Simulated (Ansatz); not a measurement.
Start from CdF$_{2}$ in the fluorite structure (space group Fm-3m, No. 225; a = 5.384 Å).

Now apply this change: the cell is scaled by 0.9750 in all directions; the atoms relax in the strained cell.

Computed with Ansatz (an electronic-structure program) PBEsol, scalar-relativistic without spin-orbit coupling.

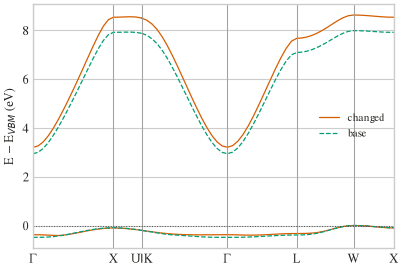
Highest valence and lowest conduction band along the path, each from its own valence-band maximum

Task: From the figure, how large is the changed gap, and is it direct?

Result: About 3.2 eV, indirect, W → Γ.

Whether these cells are dynamically stable was not tested.
